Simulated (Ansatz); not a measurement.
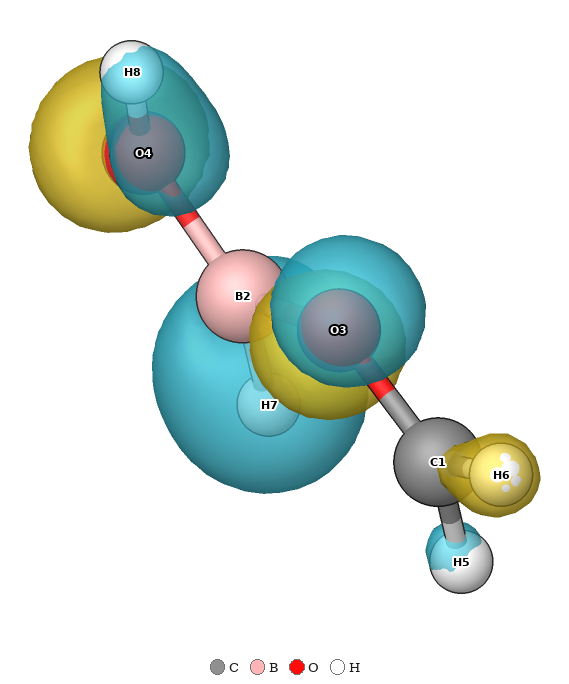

*CH$_{4}$BO$_{2}$ (charge +1). The HOMO at ±0.2 Å⁻³ᐟ² (yellow and cyan are the two phases), seen at an oblique angle.*

Geometry: B3LYP-D3(BJ)/6-311G**.

These are results of Ansatz 0.2.0, isolated molecule in a Gaussian basis; Kohn-Sham density functional theory, functional PBE0, not measurements.

| atom | x (Å) | y (Å) | z (Å) |
| --- | --- | --- | --- |
| C | 0.4988 | 0.7642 | -2.2834 |
| B | 1.4035 | -0.1718 | -0.2268 |
| O | 0.6918 | 0.8862 | -1.0637 |
| O | 1.5321 | 0.0920 | 1.0381 |
| H | 0.8378 | -0.1262 | -2.8227 |
| H | -0.0203 | 1.5767 | -2.7946 |
| H | 1.7639 | -1.1228 | -0.8199 |
| H | 1.1954 | 0.9123 | 1.4252 |

Describe this orbital and give its energy.

Answer. Its weight (Hirshfeld) is mainly on O4 (about 25 %), O3 (about 20 %), H7 (about 20 %) and B2 (about 20 %); it is symmetric in the molecular plane (an in-plane orbital: σ, lone-pair or in-plane π type). Its energy is −15.99 eV.
